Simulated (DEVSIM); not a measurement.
System: abrupt GaAs p-n junction, at 300 K.

| layer (left to right) | material | thickness (μm) | Nd (cm⁻³) | Na (cm⁻³) | τn (s) | τp (s) |
|---|---|---|---|---|---|---|
| 1 | GaAs | 64.0 | - | 7.7e15 | 3.1e-8 | 3.1e-8 |
| 2 | GaAs | 11.0 | 2e14 | - | 3.1e-8 | 3.1e-8 |

Left contact: ohmic. Right contact: ohmic. Voltage is applied to the left contact. Recombination: SRH at mid-gap. Mobility is μmin + (μ − μmin)/(1 + (N/Nref)^α).

The device is made up for the run: typed textbook-type constants, with dimensions and the other settings drawn at random. Values at 300 K.

| parameter | GaAs |
|---|---|
| gap (eV) | 1.424 |
| affinity (eV) | 4.07 |
| permittivity | 12.9 |
| Nc (cm⁻³) | 4.7e17 |
| Nv (cm⁻³) | 9e18 |
| μn (cm²/Vs) | 8500 |
| μp (cm²/Vs) | 400 |
| μn,min | 500 |
| μp,min | 20 |
| Nref,n | 6e16 |
| Nref,p | 1.5e17 |
| αn | 0.39 |
| αp | 0.38 |

Model (solved in DEVSIM): 1D drift-diffusion, Boltzmann statistics, complete ionisation; no tunnelling, impact ionisation, image-force lowering or self-heating.

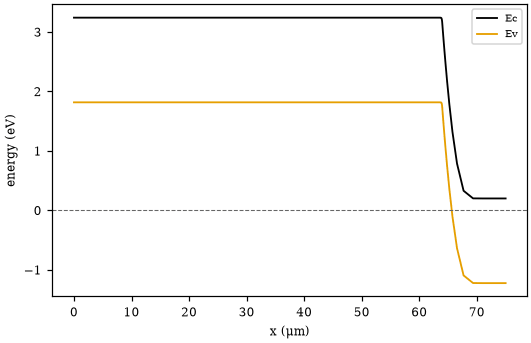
Band edges at -2.0 V on the left contact

Energies count from the Fermi level of the right contact; mesh points crowd at the junctions.

```
x (μm)   Ec (eV)  Ev (eV)  n (cm⁻³)  p (cm⁻³)  field (V/cm)
-------  -------  -------  --------  --------  ------------
0.000      3.241    1.817     < 1e2    7.7e15           ≈ 0
0.04824    3.241    1.817     < 1e2    7.7e15           ≈ 0
0.1933     3.241    1.817     < 1e2    7.7e15           ≈ 0
0.6298     3.241    1.817     < 1e2    7.7e15           ≈ 0
2.815      3.241    1.817     < 1e2    7.7e15           ≈ 0
8.518      3.241    1.817     < 1e2    7.7e15           ≈ 0
25.67      3.241    1.817     < 1e2    7.7e15           ≈ 0
54.60      3.241    1.817     < 1e2    7.7e15           ≈ 0
60.89      3.241    1.817     < 1e2    7.7e15           ≈ 0
62.98      3.241    1.817     < 1e2    7.7e15           ≈ 0
63.68      3.241    1.817     < 1e2    7.6e15           -55
63.95      3.193    1.769     < 1e2    1.2e15         -7600
64.00      3.141    1.717     < 1e2    1.6e14        -13000
64.04      3.086    1.661     < 1e2    1.9e13        -13000
64.26      2.812    1.388     < 1e2     4.8e8        -12000
64.84      2.167    0.743     < 1e2      1900        -10000
66.56      0.787   -0.637     28000       530         -5600
71.03      0.201   -1.223    2.0e14     < 1e2           ≈ 0
74.10      0.201   -1.223    2.0e14     < 1e2           ≈ 0
74.72      0.201   -1.223    2.0e14     < 1e2           ≈ 0
74.92      0.201   -1.223    2.0e14     < 1e2           ≈ 0
75.00      0.201   -1.223    2.0e14     < 1e2           ≈ 0
```
